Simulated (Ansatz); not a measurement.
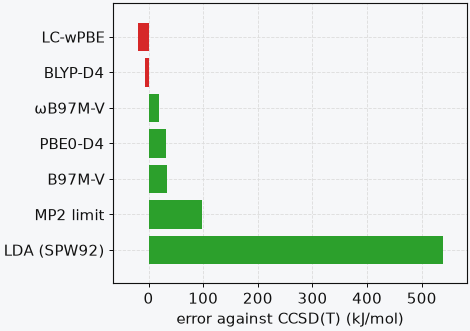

Error in the electronic atomisation energy (method less reference, so positive means overbinding) of C₃H₄SSi, SMILES C#C[Si@@H]1CS1: functionals in def2-TZVPP against frozen-core CCSD(T) at the limit (MP2 extrapolated from triple and quadruple zeta, plus CCSD(T) less MP2 in a smaller set), which gives 3580.4 kJ/mol, at a PBE0-D4/def2-TZVP geometry (a minimum by its frequencies), no zero-point or spin-orbit term, the Ansatz code. The reference leaves out core correlation, a term that grows with the number of heavy atoms. No dispersion term is added to LC-wPBE. Limit means the basis limit.

Which of these levels overbind, and which underbind?

Answer. Overbind: PBE0-D4, B97M-V, MP2 limit and LDA (SPW92). Underbind: none clearly. Within 25 kJ/mol of zero, too close to call in view of what the reference leaves out: LC-wPBE, BLYP-D4 and ωB97M-V.

What range do the values span?

Answer. From −19.9 kJ/mol (LC-wPBE) to 538.1 kJ/mol (LDA (SPW92)).
